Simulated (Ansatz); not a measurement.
# triplet BH2Cl at 6 levels

Wanted: a comparison of 6 runs (UHF/def2-TZVP, UB3LYP/6-31G*, UB3LYP/def2-TZVP, UBHLYP/def2-TZVP, UPBE-QIDH/def2-TZVP, RPA@PBE0/def2-TZVP) of triplet BH2Cl. 

Program for the calculation: Ansatz 0.2.0.

44 further runs of the same task are left out: 44 set aside as unsound or not needed.

## 1. The molecule

BH2Cl: 4 atoms, total charge 0, spin state triplet. As SMILES of the parent species, `BCl`. Geometry: relaxed at PBE0-D4/def2-TZVP. That shape belongs to the parent species and isn't relaxed for this state.

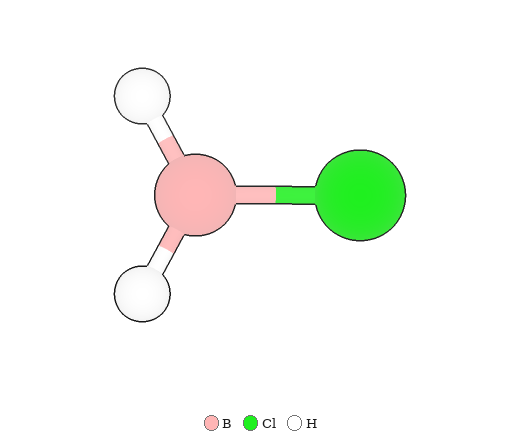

Viewed from a chosen angle; boron pink, chlorine green, hydrogen white.

## 2. A single-point energy at UHF/def2-TZVP (run 1)

Input file job.yaml:

```yaml
crystal:
  periodic: [false, false, false]
  atoms:
    - symbol: B
      position_ang: [-0.116700, 0.021700, -0.075300]
    - symbol: Cl
      position_ang: [1.365000, -0.395300, 0.721200]
    - symbol: H
      position_ang: [-1.106200, -0.559500, 0.240400]
    - symbol: H
      position_ang: [-0.086600, 0.872800, -0.906600]
basis:
  gaussian:
    orbitals: def2-TZVP
magnetization:
  spin_polarized: true
  initial_magnetization: 2
hamiltonian:
  xc: hf
accuracy: high
output: {orbitals: {seedname: orbitals}}
```

Launch:

```console
$ ansatz run job.yaml --threads 1 --pin off --max-ram 3480MiB --events-out events.jsonl --progress --plain --runs-dir runs
```

The log of the run:

```text
Warning: RAYON_NUM_THREADS=1 ignored (pool sized by the plan → 1); use --threads N
Functional definition: HF
  name "HF"
  exchange = exact_x
  correlation = 0
1294 factors; integrals over basis functions are off by at most 4.0e-9 eV
mean field evaluation 1: about -13201.9485 eV, gradient 1.0e1 eV
mean field evaluation 2: about -13201.9538 eV, gradient 1.0e1 eV
mean field evaluation 4: about -13202.8892 eV, gradient 2.1e0 eV
mean field evaluation 8: about -13202.9716 eV, gradient 4.1e-1 eV
mean field evaluation 16: about -13202.9982 eV, gradient 2.1e-6 eV
mean field evaluation 32: about -13202.3986 eV, gradient 5.9e0 eV
mean field evaluation 64: about -13200.6517 eV, gradient 1.1e1 eV
mean field evaluation 96: about -13202.7462 eV, gradient 4.3e0 eV
mean field -13202.99823450 eV, -485.2012358042 hartree, gradient 3.2e-8 eV, S^2 2.020844; 2 other end points of the search recorded, 0 dependent functions left out
reference -13202.99823450 eV, -485.2012358042 hartree; 13, 11 occupied and 67, 69 virtual orbitals, 1294 factors
Total energy: -13202.99823450 eV, -485.2012358042 hartree
```

Wall time 2.4 s (1 thread of Arm Neoverse V2, shared host); peak memory 0.16 GiB.

## 3. The energy at UB3LYP/6-31G(d) (spherical functions) (run 2)

Input file input.yaml:

```yaml
crystal:
  periodic: [false, false, false]
  atoms:
    - {symbol: B, position_ang: [-0.116700, 0.021700, -0.075300]}
    - {symbol: Cl, position_ang: [1.365000, -0.395300, 0.721200]}
    - {symbol: H, position_ang: [-1.106200, -0.559500, 0.240400]}
    - {symbol: H, position_ang: [-0.086600, 0.872800, -0.906600]}
basis:
  gaussian:
    orbitals: 6-31G_st_-spherical.json
magnetization:
  spin_polarized: true
  initial_magnetization: 2
hamiltonian:
  xc: {name: B3LYP}
accuracy: high
output:
  orbitals: {seedname: orbitals}
```

The basis set 6-31G* is read from a file made from the Basis Set Exchange's data (not shown).

Launch:

```console
$ ansatz run input.yaml --threads 1 --pin off --max-ram 3480MiB --events-out events.jsonl --progress --plain --runs-dir runs
```

The log of the run:

```text
Warning: RAYON_NUM_THREADS=1 ignored (pool sized by the plan → 1); use --threads N
Functional definition: B3LYP
  name "B3LYP"
  parameter a0 = 0.2
  parameter ax = 0.72
  parameter ac = 0.81
  exchange = (1 - a0 - ax)*slater_x + ax*b88_x + a0*exact_x
  correlation = (1 - ac)*vwn_rpa_c + ac*lyp_c
741 factors; integrals over basis functions are off by at most 3.1e-9 eV
mean field evaluation 1: about -13224.4957 eV, gradient 1.9e1 eV
mean field evaluation 2: about -13221.5471 eV, gradient 2.8e1 eV
mean field evaluation 4: about -13227.0975 eV, gradient 1.1e0 eV
mean field evaluation 8: about -13227.1907 eV, gradient 7.1e-2 eV
mean field evaluation 16: about -13227.1907 eV, gradient 1.4e-5 eV
mean field -13227.19072260 eV, -486.0902933435 hartree, gradient 8.1e-8 eV, S^2 2.003589; 0 other end points of the search recorded, 0 dependent functions left out
reference -13227.19075215 eV, -486.0902944295 hartree; 13, 11 occupied and 23, 25 virtual orbitals, 741 factors
Total energy: -13227.19075215 eV, -486.0902944295 hartree
```

It took 2.5 s on 1 thread of Arm Neoverse V2, shared host; peak memory 0.13 GiB.

## 4. The energy at UB3LYP/def2-TZVP (run 3)

Input file run.yaml:

```yaml
crystal:
  periodic: [false, false, false]
  atoms:
    - symbol: B
      position_ang: [-0.116700, 0.021700, -0.075300]
    - symbol: Cl
      position_ang: [1.365000, -0.395300, 0.721200]
    - symbol: H
      position_ang: [-1.106200, -0.559500, 0.240400]
    - symbol: H
      position_ang: [-0.086600, 0.872800, -0.906600]
basis:
  gaussian:
    orbitals: def2-TZVP
magnetization:
  spin_polarized: true
  initial_magnetization: 2
hamiltonian:
  xc: {name: B3LYP}
accuracy: high
output: {orbitals: {seedname: orbitals}}
```

Launch:

```console
$ ansatz run run.yaml --threads 1 --pin off --max-ram 3480MiB --events-out events.jsonl --progress --plain --runs-dir runs
```

The log of the run, cut to the lines that bear on the results:

```text
Warning: RAYON_NUM_THREADS=1 ignored (pool sized by the plan → 1); use --threads N
[... 7 set-up lines as earlier in the session ...]
1294 factors; integrals over basis functions are off by at most 4.0e-9 eV
mean field evaluation 1: about -13223.6313 eV, gradient 2.7e1 eV
mean field evaluation 2: about -13216.9154 eV, gradient 4.2e1 eV
mean field evaluation 4: about -13228.4842 eV, gradient 1.5e0 eV
mean field evaluation 8: about -13228.5788 eV, gradient 4.8e-2 eV
mean field evaluation 16: about -13228.5788 eV, gradient 1.3e-5 eV
mean field -13228.57882031 eV, -486.1413049935 hartree, gradient 1.0e-7 eV, S^2 2.005387; 2 other end points of the search recorded, 0 dependent functions left out
reference -13228.57885210 eV, -486.1413061619 hartree; 13, 11 occupied and 67, 69 virtual orbitals, 1294 factors
Total energy: -13228.57885210 eV, -486.1413061619 hartree
```

It took 5.4 s on 1 thread of Arm Neoverse V2, shared host; peak memory 0.22 GiB.

Runs 4 to 5 aren't shown in full; the table further down has their settings and results.

## 5. A single-point energy at RPA@PBE0/def2-TZVP (run 6)

Input file input.yaml:

```yaml
basis:
  gaussian:
    orbitals: def2-TZVP
crystal:
  periodic: [false, false, false]
  atoms:
    - {symbol: B, position_ang: [-0.116700, 0.021700, -0.075300]}
    - {symbol: Cl, position_ang: [1.365000, -0.395300, 0.721200]}
    - {symbol: H, position_ang: [-1.106200, -0.559500, 0.240400]}
    - {symbol: H, position_ang: [-0.086600, 0.872800, -0.906600]}
total_charge: 0
magnetization:
  spin_polarized: true
  initial_magnetization: 2
hamiltonian:
  xc: pbe0
correlation:
  method: rpa
  frozen_orbitals: {B: 1, Cl: 5, H: 0}
accuracy: high
```

Launch:

```console
$ ansatz run input.yaml --threads 1 --pin off --max-ram 3480MiB --events-out events.jsonl --progress --plain --runs-dir runs
```

The log of the run, cut to the lines that bear on the results:

```text
Warning: RAYON_NUM_THREADS=1 ignored (pool sized by the plan → 1); use --threads N
Functional definition: PBE0
  name "PBE0"
[...]
1294 factors; integrals over basis functions are off by at most 4.0e-9 eV
[...]
mean field -13222.78939340 eV, -485.9285474789 hartree, gradient 5.2e-8 eV, S^2 2.006212; 3 other end points of the search recorded, 0 dependent functions left out
6 core orbitals not correlated: weight in the atoms' cores, before any rotation towards them, 1.000 or more for the frozen orbitals, at most 0.000 for the correlated occupied ones
reference -13202.59558378 eV, -485.1864386633 hartree; 7, 5 occupied and 67, 69 virtual orbitals, 1294 factors
Total energy: -13215.45739056 eV, -485.6591013444 hartree
```

Run time: 8.1 s. Hardware: 1 thread of Arm Neoverse V2, shared host; peak memory 0.22 GiB.

## 6. Overview of the runs

```csv
run,level,frozen core orbitals,energy (Eh),HOMO energy (eV),⟨S²⟩,wall time
1,UHF/def2-TZVP,–,-485.201236,-6.63,2.021,2.4 s
2,UB3LYP/6-31G* (spherical functions),–,-486.090294,-3.75,2.004,2.5 s
3,UB3LYP/def2-TZVP,–,-486.141306,-4.08,2.005,5.4 s
4,UBHLYP/def2-TZVP,–,-486.094171,-5.19,2.011,6.6 s
5,UPBE-QIDH/def2-TZVP,6,-485.824913,-6.02,2.015,9.3 s
6,RPA@PBE0/def2-TZVP,6,-485.659101,–,2.006,8.1 s
```

## 7. What came out

| quantity | value |
| --- | --- |
| run 6: total energy | -485.65910 Eh |
| run 6: RPA correlation energy (valence) | -472.7 mEh |
| run 6: ⟨S²⟩ of the reference determinant | 2.006 |

**Reading.** Totals of different functionals can't be ranked against each other. All runs together took 34 s, the longest 9.3 s.
